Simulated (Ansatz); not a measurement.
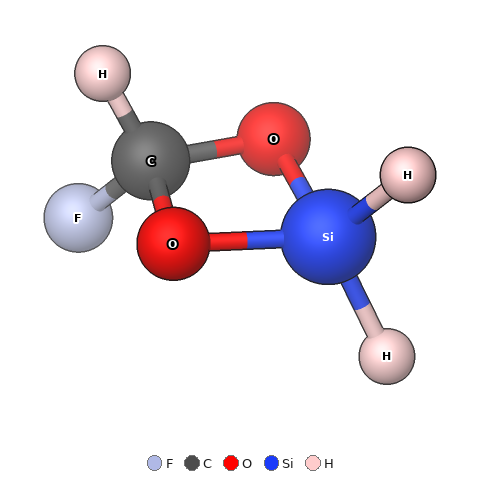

The molecule: CH₃FO₂Si, SMILES FC1O[SiH2]O1.

Kohn-Sham orbital energies near the frontier, CAM-B3LYP/def2-TZVPP, the Ansatz code 0.2.0, at a PBE0-D4/def2-TZVP geometry (a minimum by its frequencies), isolated molecule; empty levels in grey, levels within 0.03 eV side by side.

**Where do the frontier orbitals lie?**

HOMO at −10.62 eV, LUMO at 0.15 eV, 10.77 eV apart.

**How far below the HOMO does the next level lie?**

0.54 eV.

**List the levels.**

| orbital | energy (eV) |
| --- | --- |
| LUMO+2 | 2.42 |
| LUMO+1 | 1.60 |
| LUMO | 0.15 |
| HOMO | −10.62 |
| HOMO−1 | −11.15 |
| HOMO−2 | −11.39 |
| HOMO−3 | −12.08 |
| HOMO−4 | −13.16 |
| HOMO−5 | −13.36 |
| HOMO−6 | −13.71 |
| HOMO−7 | −16.27 |
| HOMO−8 | −16.62 |
| HOMO−9 | −16.84 |

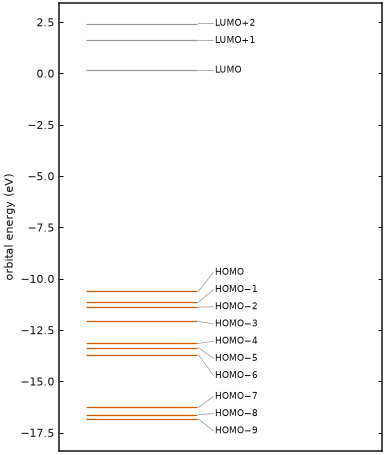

Note: empty levels above zero depend strongly on the basis.
